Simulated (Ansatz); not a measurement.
ClF$_{3}$Ti···H$_{2}$O

The calculation's input:

```
crystal:
  periodic: [false, false, false]
  atoms:
    - { symbol: Ti, position_ang: [0.0, 0.0, 0.0] }
    - { symbol: O, position_ang: [0.0, 0.0, 2.27] }
    - { symbol: H, position_ang: [-0.9095, -0.2814, 2.6071] }
    - { symbol: F, position_ang: [1.7257, 0.0, -0.6094] }
    - { symbol: F, position_ang: [-0.8619, 1.4933, -0.6094] }
    - { symbol: Cl, position_ang: [-1.1163, -1.9339, -0.7892] }
    - { symbol: F, position_ang: [0.7926, -1.8595, 0.6716] }
    - { symbol: H, position_ang: [0.5195, -1.2189, 1.7956] }
basis:
  gaussian: { orbitals: def2-SVP }
hamiltonian:
  xc: pbe
relax:
  f_tol: 0.15
  max_steps: 25
  restrain:
    - { distance: [0, 6], at: 1.83, k: 30.0 }
    - { distance: [7, 1], at: 1.01, k: 30.0 }
    - { distance: [0, 1], at: 3.12, k: 30.0 }
    - { distance: [7, 6], at: 2.12, k: 30.0 }
output:
  orbitals: {}
```

Run with:

```sh
ansatz run input.yaml --threads 4 --pin off --max-ram 5120MiB --backend cpu --events-out ev --progress --plain --runs-dir out
```

The fields are those of the run's last geometry, not of the input's.

Not at a stationary point (largest force 1.2 eV/Å).

Method: Ansatz 0.2.0, RKS PBE/def2-SVP.

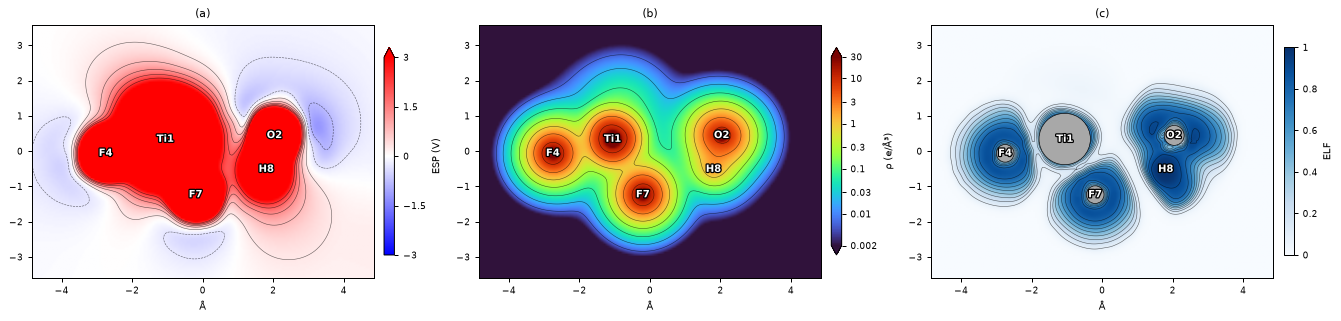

Figure 1. (a) molecular electrostatic potential; (b) electron density; (c) electron localisation function on the plane of atoms F4, Ti1 and F7. Grey discs cover the atomic cores in the ELF map.

**Interpret the plot.**

Atoms in the plane: Ti, O, F and H. Ti1···O2 (3.11 Å): the density falls to about 0.06 e/Å³ on the way; the ELF dips to about 0 between them. Ti–F (1.74 Å): ρ is about 1.1 e/Å³ halfway; the ELF peaks at about 0.80 in the valence shell of F, 0.5 Å from its nucleus, and drops to about 0.25 between the two atoms. O–H (0.99 Å): the density is about 3.5 e/Å³ at the midpoint; the ELF climbs to about 1 towards the hydrogen, as it does in any bond to H: an ordinary covalent bond to hydrogen. Ti–F (1.80 Å): the density is about 0.93 e/Å³ at the midpoint; the ELF peaks at about 0.85 in the valence shell of F, 0.5 Å from its nucleus, and drops to about 0.20 between the two atoms. The ELF also peaks beside O2, away from the bonds: lone-pair regions. Outside the dense part of the complex the potential is most negative (−1.2 V) near O2.

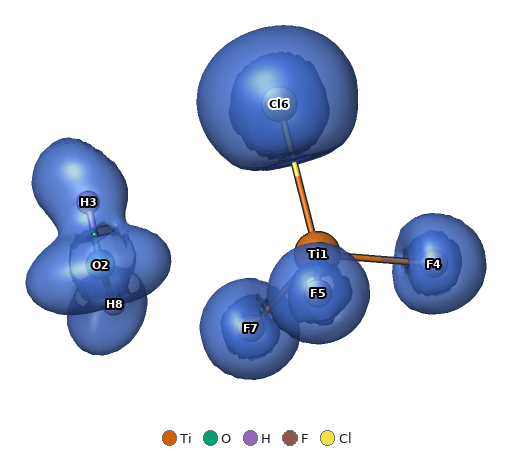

Figure 2. Isosurface of the electron localisation function at 0.8 (blue), seen across its widest extent. Core shells and regions of very low density are left out.

**Identify the bonds, lone pairs and shells in this picture.**

At this value the surface marks out one region wrapped around Cl (its valence shell), three regions wrapped around F (the valence shell of each) and one joined region spread over several atoms (H, O), in which their bonds and any lone pairs are merged.


 Ti–F (1.73 Å): the ELF peaks at about 0.85 in the valence shell of F, 0.5 Å from its nucleus, and drops to about 0.25 between the two atoms.

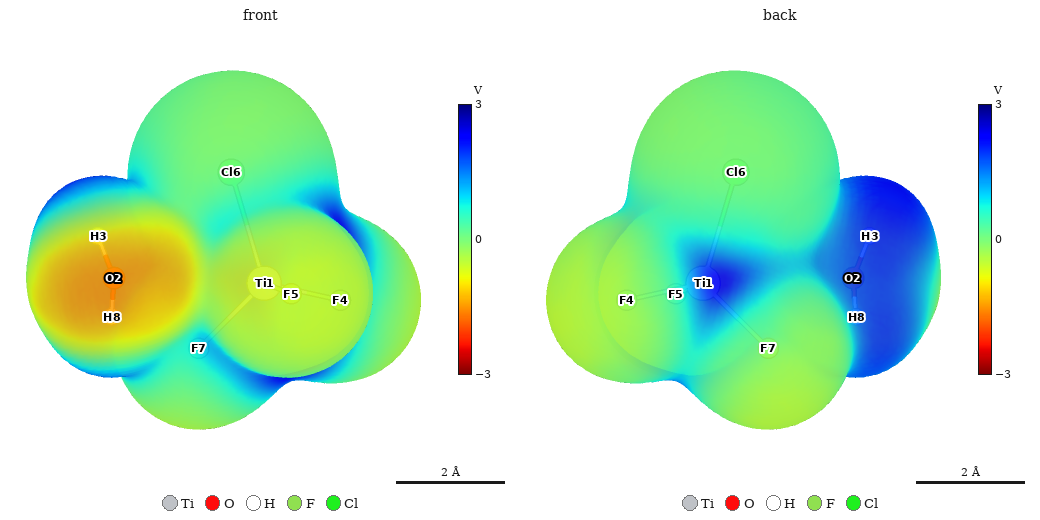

Figure 3. The molecular electrostatic potential painted on the density surface at 0.002 e/bohr³, seen from the front and from behind; red is negative and blue positive.

**Where is the surface potential most negative and most positive?**

The most negative region (about −1.5 V) lies over O2, the most positive (about +2.3 V) over Ti1 and H3. O2 is the likeliest acceptor of a hydrogen bond.
